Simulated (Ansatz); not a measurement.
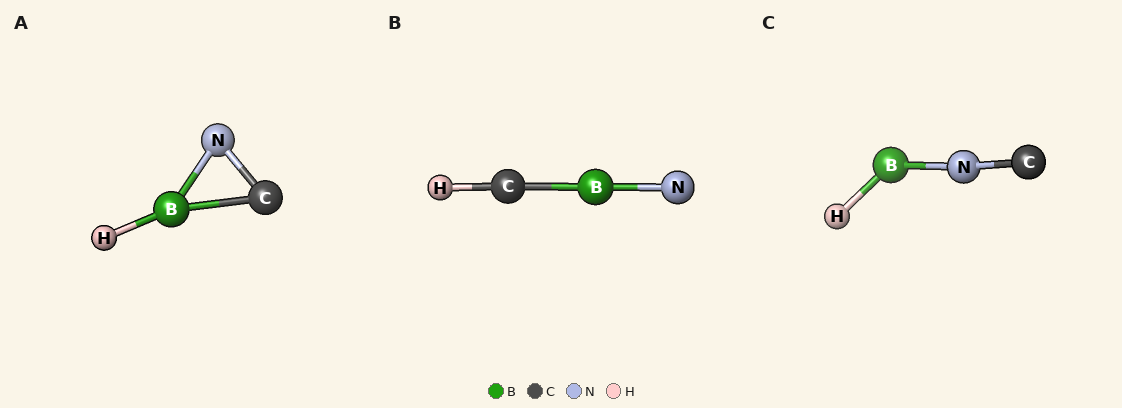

3 stationary structures of one formula. Charge 0, doublet. Geometries: PBE-D4/def2-SVP. Electronic energies: PBE-D4/def2-SVP (Ansatz 0.2.0), without zero-point energy. No frequency run is at hand to confirm each as a minimum.

### Rank them by energy, lowest first.

A is lowest (Cs); C lies 0.4 kcal/mol above it, B lies 49.6 kcal/mol above it (C∞v).

The determinant isn't a pure spin state (⟨S²⟩ up to 0.93).
